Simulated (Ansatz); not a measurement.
**CCSDTQ/MINI (sfX2C, nuclear model gaussian, 1 point charge) run of SiHF3 (SMILES F[SiH](F)F)**

Aim: the energy difference between two shapes of SiHF3 at CCSDTQ/MINI (sfX2C, nuclear model gaussian, 1 point charge), from 2 runs. 

Program for the calculation: Ansatz 0.2.0.

8 further runs of the same task are left out: 8 set aside as unsound or not needed.

## Step 1: The structure to begin with

SiHF3: 5 atoms, total charge 0, spin state singlet. As SMILES, `F[SiH](F)F`. Geometry: relaxed at PBE0-D4/def2-TZVP.

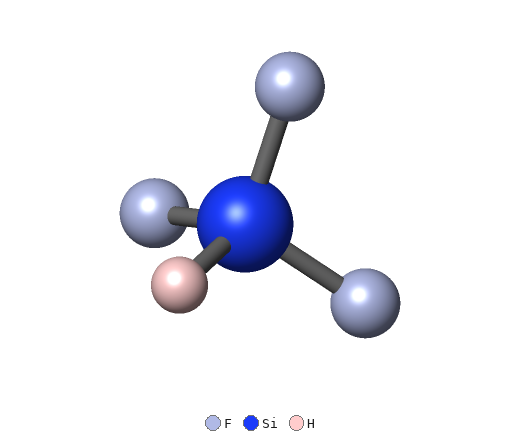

Viewed from a chosen angle; fluorine light blue, silicon blue, hydrogen pink.

## Step 2: Energy and gradient at CCSDTQ/MINI (sfX2C, nuclear model gaussian, 1 point charge)

run.yaml reads:

```yaml
crystal:
  periodic: [false, false, false]
  atoms:
    - {symbol: F, position_ang: [-0.447100, -0.082200, 1.491300]}
    - {symbol: Si, position_ang: [0.040700, 0.001700, -0.001800]}
    - {symbol: F, position_ang: [-0.597100, 1.281400, -0.657200]}
    - {symbol: F, position_ang: [-0.495900, -1.263300, -0.767200]}
    - {symbol: H, position_ang: [1.499400, 0.062400, -0.065100]}
basis:
  gaussian:
    orbitals: MINI.json
    nuclear_model: gaussian
    symmetry_tolerance_ang: 0.001
    point_charges: [{charge: -1, position_ang: [-2.1189, 0.3568, -6.2072]}]
magnetization:
  spin_polarized: false
  initial_magnetization: 0
hamiltonian:
  pseudopotentials: {relativity: scalar}
correlation:
  method: ccsdtq
  diis_vectors: 12
accuracy: high
output: {forces: true}
```

The basis set MINI is read from a file made from the Basis Set Exchange's data (not shown).

Started as:

```
ansatz run run.yaml --threads 1 --pin off --max-ram 2610MiB --events-out events.jsonl --progress --plain --runs-dir runs
```

What it wrote:

```text
Warning: RAYON_NUM_THREADS=1 ignored (pool sized by the plan → 1); use --threads N
Functional definition: HF
  name "HF"
  exchange = exact_x
  correlation = 0
492 factors; integrals over basis functions are off by at most 2.3e-8 eV
mean field evaluation 1: about -15922.0454 eV, gradient 1.8e1 eV
mean field evaluation 2: about -15922.0905 eV, gradient 1.8e1 eV
mean field evaluation 4: about -15923.5619 eV, gradient 7.8e-1 eV
mean field evaluation 8: about -15923.5644 eV, gradient 5.6e-6 eV
mean field evaluation 16: about -15923.4995 eV, gradient 7.8e-1 eV
mean field -15923.56443319 eV, -585.1801995399 hartree, gradient 9.4e-9 eV, S^2 0.000000; 0 other end points of the search recorded, 0 dependent functions left out
8 core orbitals not correlated: weight in the atoms' cores, before any rotation towards them, 1.000 or more for the frozen orbitals, at most 0.000 for the correlated occupied ones
reference -15923.56443319 eV, -585.1801995399 hartree; 13, 13 occupied and 4, 4 virtual orbitals, 492 factors
second order -1.73358560 eV of doubles, -0.00000000 eV of singles
cycle   1  -1.79792702 eV  change   -6.4e-2 eV  update   8.2e-2
cycle   2  -2.03859028 eV  change   -2.4e-1 eV  update   4.0e-2
cycle   3  -2.11519960 eV  change   -7.7e-2 eV  update   2.2e-2
cycle   4  -2.13825942 eV  change   -2.3e-2 eV  update   8.8e-3
cycle   5  -2.14005238 eV  change   -1.8e-3 eV  update   5.2e-3
cycle   6  -2.13784800 eV  change    2.2e-3 eV  update   1.6e-3
cycle   7  -2.13821756 eV  change   -3.7e-4 eV  update   8.0e-4
cycle   8  -2.13828266 eV  change   -6.5e-5 eV  update   4.4e-4
cycle   9  -2.13816252 eV  change    1.2e-4 eV  update   9.5e-5
cycle  10  -2.13816326 eV  change   -7.4e-7 eV  update   3.4e-5
cycle  11  -2.13820476 eV  change   -4.1e-5 eV  update   1.6e-5
cycle  12  -2.13820146 eV  change    3.3e-6 eV  update   5.5e-6
cycle  13  -2.13819793 eV  change    3.5e-6 eV  update   2.0e-6
cycle  14  -2.13819785 eV  change    8.1e-8 eV  update   7.1e-7
cycle  15  -2.13819756 eV  change    2.9e-7 eV  update   4.1e-7
cycle  16  -2.13819756 eV  change   -7.8e-9 eV  update   1.3e-7
cycle  17  -2.13819762 eV  change   -6.0e-8 eV  update   6.0e-8
cycle  18  -2.13819763 eV  change   -2.8e-9 eV  update   1.9e-8
cycle  19  -2.13819761 eV  change    1.2e-8 eV  update   1.4e-8
cycle  20  -2.13819762 eV  change   -7.6e-9 eV  update   7.2e-9
cycle  21  -2.13819762 eV  change    1.4e-9 eV  update   2.3e-9
the calculation of the forces begins
Total energy: -15925.70263081 eV, -585.2587768531 hartree
Relativity: scalar
Atom 0 at    -0.447100    -0.082200     1.491300 Å, force    -0.980714    -0.176003     3.092595 eV/Å
Atom 1 at     0.040700     0.001700    -0.001800 Å, force    -0.057651     0.036789    -0.565516 eV/Å
Atom 2 at    -0.597100     1.281400    -0.657200 Å, force    -1.244531     2.587106    -1.126855 eV/Å
Atom 3 at    -0.495900    -1.263300    -0.767200 Å, force    -1.040056    -2.578087    -1.354083 eV/Å
Atom 4 at     1.499400     0.062400    -0.065100 Å, force     3.311817     0.130525    -0.046347 eV/Å
Dipole moment:     0.153831     0.009248    -0.041856 e Å
```

It took 2.1 min on 1 thread of Arm Neoverse N1, shared host; peak memory 0.64 GiB.

## Step 3: The distorted shape at the same level

run.yaml reads:

```yaml
crystal:
  periodic: [false, false, false]
  atoms:
    - {symbol: F, position_ang: [-0.478078, -0.096446, 1.487677]}
    - {symbol: Si, position_ang: [0.005871, -0.001613, 0.018187]}
    - {symbol: F, position_ang: [-0.579431, 1.265726, -0.623004]}
    - {symbol: F, position_ang: [-0.518812, -1.291078, -0.743588]}
    - {symbol: H, position_ang: [1.508722, 0.019983, -0.069832]}
basis:
  gaussian:
    orbitals: MINI.json
    nuclear_model: gaussian
    symmetry_tolerance_ang: 0.001
    point_charges: [{charge: -1, position_ang: [-2.1189, 0.3568, -6.2072]}]
magnetization:
  spin_polarized: false
  initial_magnetization: 0
hamiltonian:
  pseudopotentials: {relativity: scalar}
correlation:
  method: ccsdtq
  diis_vectors: 12
accuracy: high
output: {forces: true}
```

The basis set MINI is read from a file made from the Basis Set Exchange's data (not shown).

Started as:

```
ansatz run run.yaml --threads 1 --pin off --max-ram 2610MiB --events-out events.jsonl --progress --plain --runs-dir runs
```

What it wrote:

```text
Warning: RAYON_NUM_THREADS=1 ignored (pool sized by the plan → 1); use --threads N
Functional definition: HF
  name "HF"
  exchange = exact_x
  correlation = 0
492 factors; integrals over basis functions are off by at most 2.2e-8 eV
mean field evaluation 1: about -15922.0797 eV, gradient 1.7e1 eV
mean field evaluation 2: about -15922.1254 eV, gradient 1.7e1 eV
mean field evaluation 4: about -15923.5059 eV, gradient 7.4e-1 eV
mean field evaluation 8: about -15923.5079 eV, gradient 5.8e-6 eV
mean field evaluation 16: about -15923.4434 eV, gradient 7.3e-1 eV
mean field -15923.50787663 eV, -585.1781211249 hartree, gradient 7.4e-9 eV, S^2 0.000000; 0 other end points of the search recorded, 0 dependent functions left out
8 core orbitals not correlated: weight in the atoms' cores, before any rotation towards them, 1.000 or more for the frozen orbitals, at most 0.000 for the correlated occupied ones
reference -15923.50787663 eV, -585.1781211249 hartree; 13, 13 occupied and 4, 4 virtual orbitals, 492 factors
second order -1.72041810 eV of doubles, -0.00000000 eV of singles
cycle   1  -1.78597963 eV  change   -6.6e-2 eV  update   8.1e-2
cycle   2  -2.02353208 eV  change   -2.4e-1 eV  update   4.0e-2
cycle   3  -2.09805406 eV  change   -7.5e-2 eV  update   2.1e-2
cycle   4  -2.12027292 eV  change   -2.2e-2 eV  update   8.5e-3
cycle   5  -2.12189161 eV  change   -1.6e-3 eV  update   5.0e-3
cycle   6  -2.11972140 eV  change    2.2e-3 eV  update   1.5e-3
cycle   7  -2.12006957 eV  change   -3.5e-4 eV  update   7.6e-4
cycle   8  -2.12015049 eV  change   -8.1e-5 eV  update   3.9e-4
cycle   9  -2.12004056 eV  change    1.1e-4 eV  update   9.1e-5
cycle  10  -2.12003512 eV  change    5.4e-6 eV  update   3.5e-5
cycle  11  -2.12007247 eV  change   -3.7e-5 eV  update   1.5e-5
cycle  12  -2.12007023 eV  change    2.2e-6 eV  update   4.9e-6
cycle  13  -2.12006641 eV  change    3.8e-6 eV  update   1.8e-6
cycle  14  -2.12006632 eV  change    8.9e-8 eV  update   7.3e-7
cycle  15  -2.12006616 eV  change    1.7e-7 eV  update   3.8e-7
cycle  16  -2.12006616 eV  change   -2.4e-9 eV  update   1.3e-7
cycle  17  -2.12006622 eV  change   -6.0e-8 eV  update   5.8e-8
cycle  18  -2.12006622 eV  change   -5.4e-9 eV  update   1.7e-8
cycle  19  -2.12006623 eV  change   -2.3e-9 eV  update   1.2e-8
cycle  20  -2.12006623 eV  change   -3.6e-9 eV  update   6.0e-9
cycle  21  -2.12006623 eV  change  -5.2e-10 eV  update   3.0e-9
the calculation of the forces begins
Total energy: -15925.62794286 eV, -585.2560321219 hartree
Relativity: scalar
Atom 0 at    -0.478078    -0.096446     1.487677 Å, force    -1.329494    -0.202470     4.162692 eV/Å
Atom 1 at     0.005871    -0.001613     0.018187 Å, force     1.920137    -1.956090    -1.197380 eV/Å
Atom 2 at    -0.579431     1.265726    -0.623004 Å, force    -1.963852     4.083903    -1.915562 eV/Å
Atom 3 at    -0.518812    -1.291078    -0.743588 Å, force    -0.939555    -2.018785    -1.104858 eV/Å
Atom 4 at     1.508722     0.019983    -0.069832 Å, force     2.303346     0.091936     0.052549 eV/Å
Dipole moment:     0.118386     0.045806    -0.030943 e Å
```

Run time: 2.1 min. Hardware: 1 thread of Arm Neoverse N1, shared host; peak memory 0.64 GiB.

## Step 4: Summary of results

At CCSDTQ/MINI (sfX2C, nuclear model gaussian, 1 point charge), 8 core orbitals frozen:

| quantity | value |
| --- | --- |
| first shape: total energy | -585.25878 Eh |
| first shape: dipole moment (correlated density) | 0.77 D |
| first shape: correlation energy (8 core orbitals frozen) | -78.6 mEh |
| first shape: T1 diagnostic | 0.011 |
| first shape: largest force on an atom | 3.315 eV/Å |
| distorted shape: total energy | -585.25603 Eh |
| distorted shape: dipole moment (correlated density) | 0.63 D |
| distorted shape: correlation energy (8 core orbitals frozen) | -77.9 mEh |
| distorted shape: T1 diagnostic | 0.011 |
| distorted shape: largest force on an atom | 4.920 eV/Å |
| energy change with the atoms displaced | 0.075 eV |

In words: With the atoms displaced the energy rises by 0.07 eV (1.7 kcal/mol). The first shape isn't relaxed at this level, so the change isn't measured from a minimum. The minimal basis adds a large error of its own. The largest force (first shape) is 3.31 eV/Å: the shape isn't a stationary point for this species at this level. Mulliken charges (first shape) run from -0.50 on F1 to +1.68 on Si2; they depend strongly on the basis.
